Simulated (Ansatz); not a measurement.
# B3LYP/6-31G(d) (spherical functions) run of BGeNH6 (SMILES B[NH][GeH3])

What is the electronic atomisation energy of BGeNH6 at B3LYP/6-31G* (spherical functions)? 

The results are computed with Ansatz 0.2.0.

69 further runs of the same task are left out: 69 set aside as unsound or not needed.

## 1. Starting point

BGeNH6: 9 atoms, total charge 0, spin state singlet. SMILES: `B[NH][GeH3]`. Geometry: relaxed at PBE0-D4/def2-TZVP.

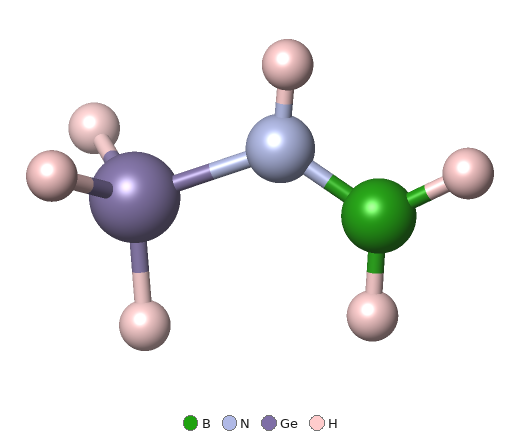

The structure, seen from a chosen angle (boron green, nitrogen light blue, germanium purple, hydrogen pink).

## 2. The energy at B3LYP/6-31G(d) (spherical functions)

Input file molecule.yaml:

```yaml
crystal:
  periodic: [false, false, false]
  atoms:
    - symbol: B
      position_ang: [-0.874000, 0.629500, -1.162900]
    - symbol: "N"
      position_ang: [-0.023300, 0.687100, -0.062700]
    - symbol: Ge
      position_ang: [0.665200, -0.761400, 0.866600]
    - symbol: H
      position_ang: [-1.217900, -0.440700, -1.581000]
    - symbol: H
      position_ang: [-1.249100, 1.647000, -1.674800]
    - symbol: H
      position_ang: [0.253900, 1.598400, 0.272500]
    - symbol: H
      position_ang: [2.201600, -0.714800, 0.804900]
    - symbol: H
      position_ang: [0.114900, -2.015200, 0.184600]
    - symbol: H
      position_ang: [0.217300, -0.676000, 2.335700]
basis:
  gaussian: {orbitals: 6-31G_st_-spherical.json}
hamiltonian: {xc: {name: B3LYP}}
accuracy: high
output: {orbitals: {seedname: orbitals}}
```

The basis set 6-31G* is read from a file made from the Basis Set Exchange's data (not shown).

Command:

```console
$ ansatz run molecule.yaml --threads 1 --pin off --max-ram 3480MiB --events-out events.jsonl --progress --plain --runs-dir runs
```

The log of the run:

```text
Warning: RAYON_NUM_THREADS=1 ignored (pool sized by the plan → 1); use --threads N
Functional definition: B3LYP
  name "B3LYP"
  parameter a0 = 0.2
  parameter ax = 0.72
  parameter ac = 0.81
  exchange = (1 - a0 - ax)*slater_x + ax*b88_x + a0*exact_x
  correlation = (1 - ac)*vwn_rpa_c + ac*lyp_c
1655 factors; integrals over basis functions are off by at most 4.5e-9 eV
mean field evaluation 1: about -58770.9534 eV, gradient 5.2e1 eV
mean field evaluation 2: about -58759.5943 eV, gradient 8.5e1 eV
mean field evaluation 4: about -58776.4016 eV, gradient 3.6e0 eV
mean field evaluation 8: about -58776.5674 eV, gradient 1.9e-1 eV
mean field evaluation 16: about -58776.5675 eV, gradient 4.7e-6 eV
mean field -58776.56752039 eV, -2159.9990161861 hartree, gradient 7.4e-9 eV, S^2 0.000000; 0 other end points of the search recorded, 0 dependent functions left out
reference -58776.56756261 eV, -2159.9990177376 hartree; 25, 25 occupied and 47, 47 virtual orbitals, 1655 factors
Total energy: -58776.56756261 eV, -2159.9990177376 hartree
```

It took 6 s on 1 thread of Arm Neoverse V2, shared host; peak memory 0.23 GiB.

## 3. The B atom

Input file molecule.yaml:

```yaml
crystal:
  periodic: [false, false, false]
  atoms:
    - symbol: B
      position_ang: [0.000000, 0.000000, 0.000000]
basis:
  gaussian: {orbitals: 6-31G_st_-spherical.json}
hamiltonian: {xc: {name: B3LYP}}
magnetization: {spin_polarized: true, initial_magnetization: 1}
accuracy: high
total_charge: 0
```

The basis set 6-31G* is read from a file made from the Basis Set Exchange's data (not shown).

Run the same way, it converges to -24.65384 Eh (log not shown).

## 4. The Ge atom at the same level

Input file run.yaml:

```yaml
crystal:
  periodic: [false, false, false]
  atoms:
    - {symbol: Ge, position_ang: [0.000000, 0.000000, 0.000000]}
basis:
  gaussian: {orbitals: 6-31G_st_-spherical.json}
hamiltonian: {xc: {name: B3LYP}}
magnetization: {spin_polarized: true, initial_magnetization: 2}
accuracy: high
```

The basis set 6-31G* is read from a file made from the Basis Set Exchange's data (not shown).

Run the same way, it converges to -2076.68559 Eh (log not shown).

## 5. The H atom at the same level

Input file job.yaml:

```yaml
crystal:
  periodic: [false, false, false]
  atoms:
    - symbol: H
      position_ang: [0.000000, 0.000000, 0.000000]
basis:
  gaussian:
    orbitals: "6-31G*"
hamiltonian:
  xc: {name: B3LYP}
accuracy: high
magnetization:
  spin_polarized: true
  initial_magnetization: 1
```

Run the same way, it converges to -0.50027 Eh (log not shown).

## 6. The N atom at the same level

Input file job.yaml:

```yaml
crystal:
  periodic: [false, false, false]
  atoms:
    - symbol: "N"
      position_ang: [0.000000, 0.000000, 0.000000]
basis:
  gaussian:
    orbitals: 6-31G_st_-spherical.json
hamiltonian:
  xc: {name: B3LYP}
magnetization:
  spin_polarized: true
  initial_magnetization: 3
accuracy: high
```

The basis set 6-31G* is read from a file made from the Basis Set Exchange's data (not shown).

Run the same way, it converges to -54.58288 Eh (log not shown).

## 7. What came out

Level: B3LYP/6-31G* (spherical functions).

| quantity | value |
| --- | --- |
| molecule: total energy | -2159.99902 Eh |
| molecule: HOMO energy | -7.83 eV |
| molecule: LUMO energy | 0.35 eV |
| molecule: HOMO–LUMO gap | 8.18 eV |
| B atom: total energy | -24.65384 Eh |
| B atom: ⟨S²⟩ | 0.752 |
| Ge atom: total energy | -2076.68559 Eh |
| Ge atom: ⟨S²⟩ | 2.002 |
| H atom: total energy | -0.50027 Eh |
| H atom: ⟨S²⟩ | 0.750 |
| N atom: total energy | -54.58288 Eh |
| N atom: ⟨S²⟩ | 3.752 |
| electronic atomisation energy | 29.255 eV |

Taking the molecule apart into free atoms costs 29.25 eV (675 kcal/mol), before zero-point energy and without spin-orbit coupling.
